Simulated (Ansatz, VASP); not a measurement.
# SrTiO3 (Tausonite) in two plane-wave programs

One calculation is typed for both programs; each brings its own data sets and cutoff. How far apart do they land?

Program: Ansatz 0.2.0. Level of theory: plane waves, with VASP 6.6.1 beside it; relaxation of cell and atoms at r2SCAN with rVV10, DFT+U. Results are calculated unless marked as measured.

## Step 1: Set-up

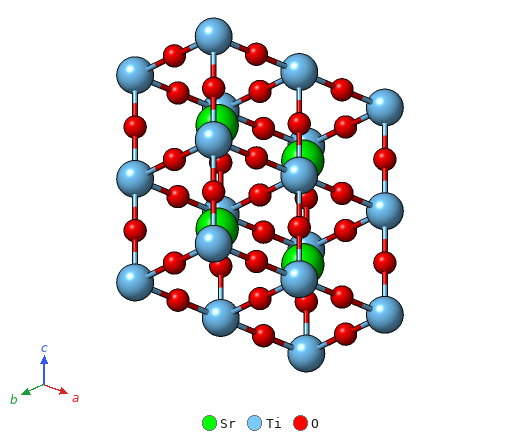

The cell as given, from a free direction (strontium green, titanium blue, oxygen red). 2×1×2 cells are drawn. Some periodic images of atoms are drawn too.

Coordinates:

```cif
data_structure
_symmetry_space_group_name_H-M 'Pm-3m'
_symmetry_Int_Tables_number 221
_cell_length_a 3.9053
_cell_length_b 3.9053
_cell_length_c 3.9053
_cell_angle_alpha 90.000
_cell_angle_beta 90.000
_cell_angle_gamma 90.000
_cell_volume 59.56
loop_
_atom_site_label
_atom_site_type_symbol
_atom_site_symmetry_multiplicity
_atom_site_Wyckoff_symbol
_atom_site_fract_x
_atom_site_fract_y
_atom_site_fract_z
_atom_site_occupancy
Sr1 Sr 1 b 0.50000 0.50000 0.50000 1
Ti1 Ti 1 a 0.00000 0.00000 0.00000 1
O1 O 3 d 0.00000 0.00000 0.50000 1
```

## Step 2: VASP: relaxation of cell and atoms, r2SCAN with rVV10, DFT+U

The relaxed volume is the usual yardstick between codes: its relative difference is about their pressure difference at one cell divided by the bulk modulus.

Lines of VASP's logs that name or quote its potential files are left out, and so is its time.

INCAR

```
SYSTEM = SrTiO3
PREC = Accurate
ENCUT = 520
EDIFF = 1E-07
NELM = 100
ISMEAR = 0
SIGMA = 0.03
LREAL = .FALSE.
ALGO = Normal
METAGGA = R2SCAN
LUSE_VDW = .TRUE.
IVDW_NL = 2
BPARAM = 11.95
CPARAM = 0.0093
LASPH = .TRUE.
NBANDS = 28
ISPIN = 2
MAGMOM = 0 1 0 0 0
LDAU = .TRUE.
LDAUTYPE = 2
LDAUL = -1 2 -1
LDAUU = 0 4 0
LDAUJ = 0 0 0
LDAUPRINT = 1
LMAXMIX = 4
LORBIT = 11
LWAVE = .FALSE.
LCHARG = .FALSE.
KPAR = 4
IBRION = 2
NSW = 50
ISIF = 3
EDIFFG = -0.002
```

POSCAR

```
SrTiO3
1.0
    3.9052800000      0.0000000000      0.0000000000
    0.0000000000      3.9052800000      0.0000000000
    0.0000000000      0.0000000000      3.9052800000
Sr Ti O
1 1 3
Direct
    0.5000000000      0.5000000000      0.5000000000
    0.0000000000      0.0000000000      0.0000000000
    0.0000000000      0.0000000000      0.5000000000
    0.0000000000      0.5000000000      0.0000000000
    0.5000000000      0.0000000000      0.0000000000
```

KPOINTS

```
Automatic mesh
0
Gamma
6 6 6
0 0 0
```

Potentials, in the order of the species: Sr_sv, Ti_sv and O (PBE family, release 64).

Launch:

```console
$ mpirun -np 4 vasp_std
```

Numbers of over 12 decimals in the logs are rounded to 6 here.

Output:

```text
[banner, memory and clock lines left out]
running    4 mpi-ranks, on    1 nodes
 distrk:  each k-point on    1 cores,    4 groups
 distr:  one band on    1 cores,    1 groups

 POSCAR found type information on POSCAR SrTiO
 POSCAR found :  3 types and       5 ions
|                                                                             |
|               ----> ADVICE to this user running VASP <----                  |
|                                                                             |
|     You have switched on vdW-DFT.                                           |
|     This routine was written and supplied by Jiri Klimes. We recommend      |
|     that you carefully read and cite the following publications:            |
|       J. Klimes, D.R. Bowler, A. Michelides                                 |
|          J. Phys.: Cond Matt. 22 022201 (2010)                              |
|       J. Klimes, D.R. Bowler, A. Michelides                                 |
|          Phys. Rev. B. 83, 195131 (2011)                                    |
|     and references therein.                                                 |
|                                                                             |

|                                                                             |
|               ----> ADVICE to this user running VASP <----                  |
|                                                                             |
|     You enforced a specific xc type in the INCAR file but a different       |
|     [... a line on the potential file left out ...]
|     I HOPE YOU KNOW WHAT YOU ARE DOING!                                     |
|                                                                             |

 LDA part: xc-table for (None), standard interpolation
 POSCAR, INCAR and KPOINTS ok, starting setup
 FFT: planning ... GRIDC
 FFT: planning ... GRID_SOFT
 FFT: planning ... GRID
 WAVECAR not read
 entering main loop
       N       E                     dE             d eps       ncg     rms          rms(c)
Total rVV10 correction in eV:      0.8664927    40.0645811
Total rVV10 correction in eV:      0.8664927    40.0645811
Total rVV10 correction in eV:      0.8664927    40.0645811
Total rVV10 correction in eV:      0.8664927    40.0645811
DAV:   1     0.405209287759E+03    0.40521E+03   -0.20931E+04  2240   0.156E+03
DAV:   2    -0.374329914867E+02   -0.44264E+03   -0.42328E+03  2528   0.445E+02
DAV:   3    -0.803895967881E+02   -0.42957E+02   -0.42603E+02  2748   0.138E+02
DAV:   4    -0.830946198974E+02   -0.27050E+01   -0.26952E+01  3812   0.281E+01
DAV:   5    -0.831419130968E+02   -0.47293E-01   -0.47254E-01  3072   0.331E+00    0.275E+01
Total rVV10 correction in eV:      0.9210680    40.0645818
Total rVV10 correction in eV:      0.9210680    40.0645818
Total rVV10 correction in eV:      0.9210680    40.0645818
Total rVV10 correction in eV:      0.9210680    40.0645818
DAV:   6    -0.589747850495E+02    0.24167E+02   -0.36461E+01  3224   0.680E+01    0.131E+01
Total rVV10 correction in eV:      0.9346655    40.0645816
Total rVV10 correction in eV:      0.9346655    40.0645816
Total rVV10 correction in eV:      0.9346655    40.0645816
Total rVV10 correction in eV:      0.9346655    40.0645816
DAV:   7    -0.596483613766E+02   -0.67358E+00   -0.46381E+00  2908   0.116E+01    0.772E+00
Total rVV10 correction in eV:      0.9355427    40.0645816
Total rVV10 correction in eV:      0.9355427    40.0645816
Total rVV10 correction in eV:      0.9355427    40.0645816
Total rVV10 correction in eV:      0.9355427    40.0645816
DAV:   8    -0.597746280533E+02   -0.12627E+00   -0.15224E+00  2976   0.899E+00    0.383E+00
Total rVV10 correction in eV:      0.9472258    40.0645816
Total rVV10 correction in eV:      0.9472258    40.0645816
Total rVV10 correction in eV:      0.9472258    40.0645816
Total rVV10 correction in eV:      0.9472258    40.0645816
DAV:   9    -0.597280828800E+02    0.46545E-01   -0.35662E-01  3168   0.543E+00    0.930E-01
Total rVV10 correction in eV:      0.9502934    40.0645816
Total rVV10 correction in eV:      0.9502934    40.0645816
Total rVV10 correction in eV:      0.9502934    40.0645816
Total rVV10 correction in eV:      0.9502934    40.0645816
DAV:  10    -0.597278093205E+02    0.27356E-03   -0.59317E-02  2612   0.138E+00    0.544E-01
Total rVV10 correction in eV:      0.9530610    40.0645816
Total rVV10 correction in eV:      0.9530610    40.0645816
Total rVV10 correction in eV:      0.9530610    40.0645816
Total rVV10 correction in eV:      0.9530610    40.0645816
DAV:  11    -0.597311015269E+02   -0.32922E-02   -0.16799E-02  2596   0.155E+00    0.306E-01
Total rVV10 correction in eV:      0.9536304    40.0645816
[...]
Total rVV10 correction in eV:      0.9535157    40.0645816
Total rVV10 correction in eV:      0.9535157    40.0645816
DAV:  18    -0.597304759135E+02   -0.10651E-07   -0.71378E-08  1540   0.199E-03
Total rVV10 correction in eV:      0.9535031    40.0645816
Total rVV10 correction in eV:      0.9535031    40.0645816
Total rVV10 correction in eV:      0.9535031    40.0645816
Total rVV10 correction in eV:      0.9535031    40.0645816
Total rVV10 correction in eV:      0.9535103    40.0645816
Total rVV10 correction in eV:      0.9535103    40.0645816
Total rVV10 correction in eV:      0.9535103    40.0645816
[...]
Total rVV10 correction in eV:      0.9734933    40.0645794
Total rVV10 correction in eV:      0.9734933    40.0645794
Total rVV10 correction in eV:      0.9734933    40.0645794
Total rVV10 correction in eV:      0.9734933    40.0645794
DAV:   8    -0.597280626498E+02    0.30281E-05   -0.27853E-05  2800   0.326E-02    0.595E-03
Total rVV10 correction in eV:      0.9734880    40.0645794
Total rVV10 correction in eV:      0.9734880    40.0645794
Total rVV10 correction in eV:      0.9734880    40.0645794
Total rVV10 correction in eV:      0.9734880    40.0645794
DAV:   9    -0.597280621778E+02    0.47195E-06   -0.11582E-06  3112   0.929E-03    0.211E-03
Total rVV10 correction in eV:      0.9734895    40.0645794
Total rVV10 correction in eV:      0.9734895    40.0645794
Total rVV10 correction in eV:      0.9734895    40.0645794
Total rVV10 correction in eV:      0.9734895    40.0645794
DAV:  10    -0.597280622607E+02   -0.82913E-07   -0.91436E-08  1832   0.297E-03
Total rVV10 correction in eV:      0.9734913    40.0645794
Total rVV10 correction in eV:      0.9734913    40.0645794
Total rVV10 correction in eV:      0.9734913    40.0645794
Total rVV10 correction in eV:      0.9734913    40.0645794
Total rVV10 correction in eV:      0.9734907    40.0645794
Total rVV10 correction in eV:      0.9734907    40.0645794
Total rVV10 correction in eV:      0.9734907    40.0645794
Total rVV10 correction in eV:      0.9734907    40.0645794
   2 F= -.59728062E+02 E0= -.59728062E+02  d E =0.241365E-02  mag=     0.0000
 trial-energy change:    0.002414  1 .order    0.001598   -0.056494    0.059690
 step:   0.4757(harm=  0.4862)  dis= 0.00000  next Energy=   -59.743826 (dE=-0.134E-01)
 bond charge predicted
       N       E                     dE             d eps       ncg     rms          rms(c)
Total rVV10 correction in eV:      0.9748246    40.0645794
Total rVV10 correction in eV:      0.9748246    40.0645794
Total rVV10 correction in eV:      0.9748246    40.0645794
Total rVV10 correction in eV:      0.9748246    40.0645794
DAV:   1    -0.598545372168E+02   -0.12648E+00   -0.31585E+00  2516   0.163E+01    0.301E+00
Total rVV10 correction in eV:      0.9661474    40.0645804
Total rVV10 correction in eV:      0.9661474    40.0645804
Total rVV10 correction in eV:      0.9661474    40.0645804
Total rVV10 correction in eV:      0.9661474    40.0645804
DAV:   2    -0.597597693099E+02    0.94768E-01   -0.33477E-01  2656   0.468E+00    0.112E+00
Total rVV10 correction in eV:      0.9628150    40.0645804
Total rVV10 correction in eV:      0.9628150    40.0645804
Total rVV10 correction in eV:      0.9628150    40.0645804
Total rVV10 correction in eV:      0.9628150    40.0645804
DAV:   3    -0.597420776686E+02    0.17692E-01   -0.81222E-02  2876   0.211E+00    0.304E-01
Total rVV10 correction in eV:      0.9629998    40.0645804
Total rVV10 correction in eV:      0.9629998    40.0645804
Total rVV10 correction in eV:      0.9629998    40.0645804
Total rVV10 correction in eV:      0.9629998    40.0645804
DAV:   4    -0.597423067198E+02   -0.22905E-03   -0.77124E-03  3208   0.644E-01    0.166E-01
Total rVV10 correction in eV:      0.9631475    40.0645804
Total rVV10 correction in eV:      0.9631475    40.0645804
Total rVV10 correction in eV:      0.9631475    40.0645804
Total rVV10 correction in eV:      0.9631475    40.0645804
DAV:   5    -0.597430764999E+02   -0.76978E-03   -0.18941E-03  3440   0.190E-01    0.138E-01
Total rVV10 correction in eV:      0.9630335    40.0645804
Total rVV10 correction in eV:      0.9630335    40.0645804
Total rVV10 correction in eV:      0.9630335    40.0645804
Total rVV10 correction in eV:      0.9630335    40.0645804
DAV:   6    -0.597435156312E+02   -0.43913E-03   -0.53909E-04  3600   0.112E-01    0.868E-02
Total rVV10 correction in eV:      0.9630979    40.0645804
Total rVV10 correction in eV:      0.9630979    40.0645804
Total rVV10 correction in eV:      0.9630979    40.0645804
Total rVV10 correction in eV:      0.9630979    40.0645804
DAV:   7    -0.597437490986E+02   -0.23347E-03   -0.44463E-04  3196   0.114E-01    0.156E-02
Total rVV10 correction in eV:      0.9630690    40.0645804
Total rVV10 correction in eV:      0.9630690    40.0645804
Total rVV10 correction in eV:      0.9630690    40.0645804
Total rVV10 correction in eV:      0.9630690    40.0645804
DAV:   8    -0.597437500011E+02   -0.90242E-06   -0.31499E-05  2564   0.403E-02    0.105E-02
Total rVV10 correction in eV:      0.9630689    40.0645804
Total rVV10 correction in eV:      0.9630689    40.0645804
Total rVV10 correction in eV:      0.9630689    40.0645804
Total rVV10 correction in eV:      0.9630689    40.0645804
DAV:   9    -0.597437511573E+02   -0.11562E-05   -0.16693E-06  2996   0.100E-02    0.470E-03
Total rVV10 correction in eV:      0.9630780    40.0645804
Total rVV10 correction in eV:      0.9630780    40.0645804
Total rVV10 correction in eV:      0.9630780    40.0645804
Total rVV10 correction in eV:      0.9630780    40.0645804
DAV:  10    -0.597437520517E+02   -0.89441E-06   -0.96777E-07  2652   0.908E-03    0.201E-03
Total rVV10 correction in eV:      0.9630745    40.0645804
Total rVV10 correction in eV:      0.9630745    40.0645804
Total rVV10 correction in eV:      0.9630745    40.0645804
Total rVV10 correction in eV:      0.9630745    40.0645804
DAV:  11    -0.597437518329E+02    0.21877E-06   -0.11374E-07  1744   0.344E-03    0.536E-04
Total rVV10 correction in eV:      0.9630738    40.0645804
Total rVV10 correction in eV:      0.9630738    40.0645804
Total rVV10 correction in eV:      0.9630738    40.0645804
Total rVV10 correction in eV:      0.9630738    40.0645804
DAV:  12    -0.597437517341E+02    0.98811E-07   -0.17765E-08  1232   0.107E-03
Total rVV10 correction in eV:      0.9630738    40.0645804
Total rVV10 correction in eV:      0.9630738    40.0645804
Total rVV10 correction in eV:      0.9630738    40.0645804
Total rVV10 correction in eV:      0.9630738    40.0645804
Total rVV10 correction in eV:      0.9630739    40.0645804
Total rVV10 correction in eV:      0.9630739    40.0645804
Total rVV10 correction in eV:      0.9630739    40.0645804
Total rVV10 correction in eV:      0.9630739    40.0645804
   3 F= -.59743752E+02 E0= -.59743752E+02  d E =-.132758E-01  mag=     0.0000
 curvature:  -0.24 expect dE=-0.336E-07 dE for cont linesearch -0.336E-07
 trial: gam= 0.00000 g(F)=  0.245E-66 g(S)=  0.138E-06 ort =-0.884E-04 (trialstep = 0.895E+00)
 search vector abs. value=  0.138E-06
 reached required accuracy - stopping structural energy minimisation
```

(Continued in part 2 of 3.)

[Lines on the potential files, build, host, timing and source positions are cut from VASP's logs without a mark.]

[Logs are printed without paths, hosts, clocks, repeated set-up lines and the standing remarks that a program may print on its own settings, such as how far it seeks lower states.]

[Hosts, paths, dates, database ids (printed as entryN), source tags and the programs' standing remarks are cut or masked in the printed files.]
